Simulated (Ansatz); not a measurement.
# C3H9B: what the fields show

The calculation's input:

```
crystal:
  periodic: [false, false, false]
  atoms:
    - {symbol: C, position_ang: [-0.951018, -1.874225, -1.042490]}
    - {symbol: C, position_ang: [-1.947676, 0.121884, 0.610643]}
    - {symbol: C, position_ang: [-1.288512, 1.207100, -0.229431]}
    - {symbol: B, position_ang: [-1.777098, -1.377251, 0.186888]}
    - {symbol: H, position_ang: [-1.372595, -2.772553, -1.519012]}
    - {symbol: H, position_ang: [0.020050, -2.202035, -0.617054]}
    - {symbol: H, position_ang: [-0.725358, -1.113795, -1.804283]}
    - {symbol: H, position_ang: [-2.295780, -2.212088, 0.905669]}
    - {symbol: H, position_ang: [-3.042675, 0.285430, 0.684067]}
    - {symbol: H, position_ang: [-1.629908, 0.187412, 1.670494]}
    - {symbol: H, position_ang: [-1.652077, 1.190125, -1.269155]}
    - {symbol: H, position_ang: [-0.195309, 1.077204, -0.271375]}
    - {symbol: H, position_ang: [-1.481323, 2.216568, 0.165947]}
basis:
  gaussian:
    orbitals: def2-TZVPD
hamiltonian:
  xc: pbe0
output:
  forces: true
  orbitals: {seedname: orbitals}
```

Run with:

```sh
ansatz run input.yaml --threads 2 --pin off --max-ram 4350MiB --events-out events.jsonl --progress --plain --runs-dir runs
```

Geometry: PBE0-D3(BJ)/def2-SVP.

Theory: Ansatz 0.2.0, isolated molecule in a Gaussian basis; Kohn-Sham density functional theory, functional PBE0.

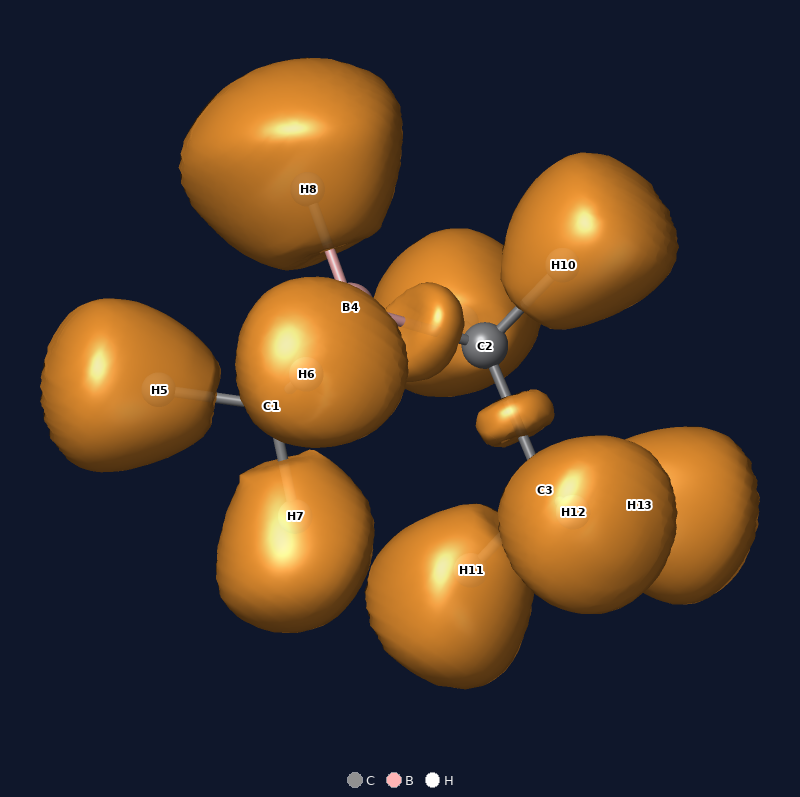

Figure 1. Isosurface of the ELF at 0.85 (orange), seen at a tilt. Only the valence region is drawn (cores and ρ < 0.01 e/Å³ removed).

> Describe the localisation domains.

At this value the surface marks out two regions between bonded B–C atoms (shared pairs), one region between bonded C–C atoms (shared pairs) and nine regions around hydrogen nuclei. Profiles from the grid: C–C (1.52 Å): the ELF peaks at about 0.95 between the atoms: a shared electron pair. C–B (1.56 Å): the ELF peaks at about 0.95 between the atoms (a covalent bond).

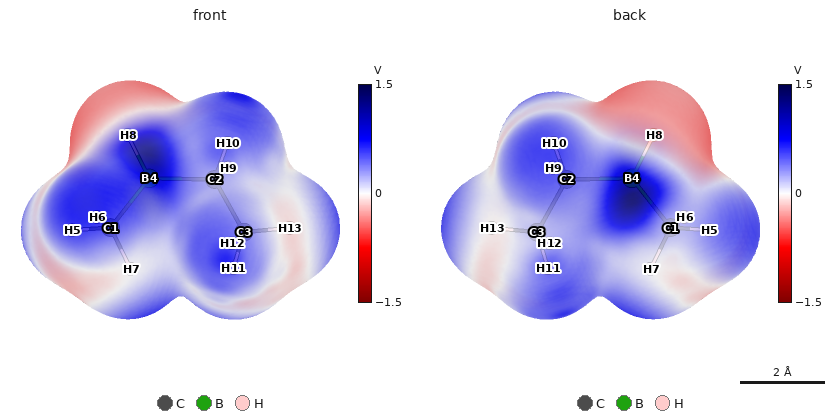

Figure 2. The molecular electrostatic potential painted on the density surface at 0.002 e/bohr³, seen from the front and from behind; red is negative and blue positive.

> Which sites attract a positive test charge, and which a negative one?

A positive charge is drawn to the negative regions and a negative charge to the positive ones. The most negative region (about −0.4 V) lies over H8, the most positive (about +1.3 V) over B4.

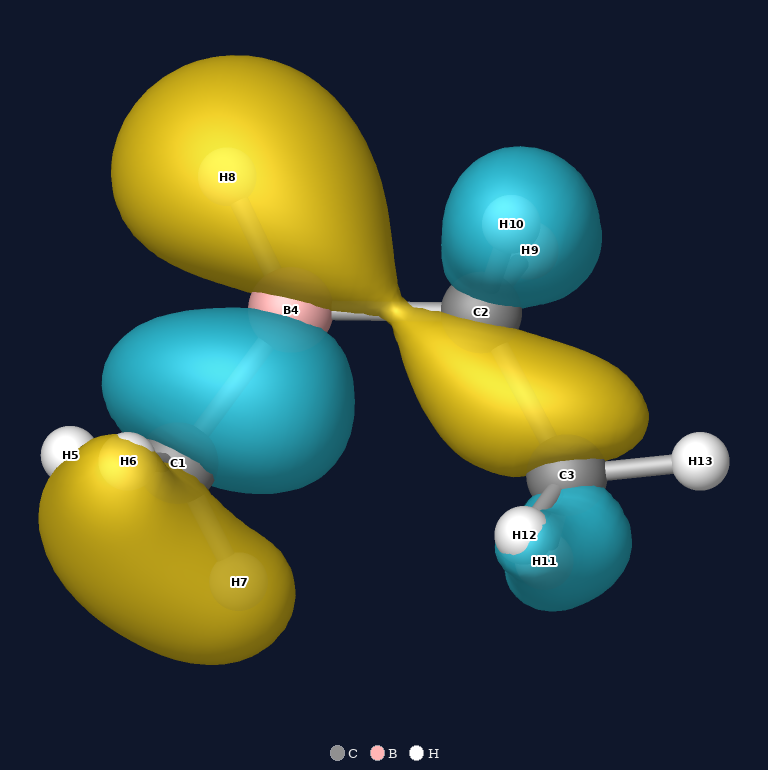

Figure 3. The HOMO−1 at ±0.1 Å⁻³ᐟ² (yellow and cyan are the two phases), seen at a tilt.

> Where does this orbital lie, and at what energy?

By Hirshfeld shares it lies mainly on C1 (about 25 %), B4 (about 25 %), H8 (about 20 %), C2 (about 10 %) and C3 (about 5 %). Its energy is −8.64 eV.

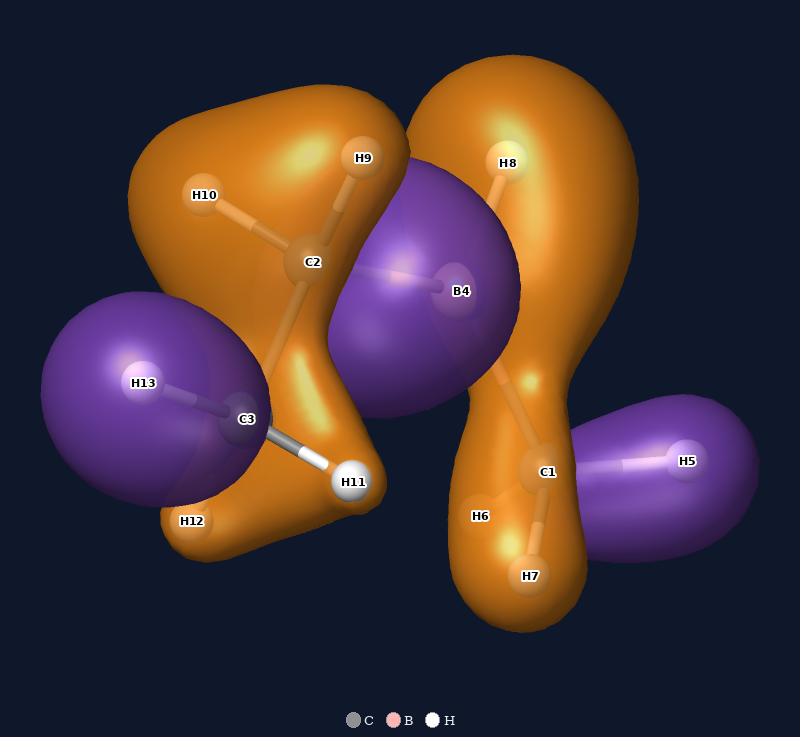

Figure 4. One frontier orbital at ±0.1 Å⁻³ᐟ² (orange and purple are the two phases), seen at an oblique angle.

> Which orbital is it: HOMO or LUMO?

The HOMO, at −8.37 eV. It lies mainly on C2 (about 30 %), B4 (about 25 %), H8 (about 10 %), C3 (about 10 %), C1 (about 5 %) and H13 (about 5 %).
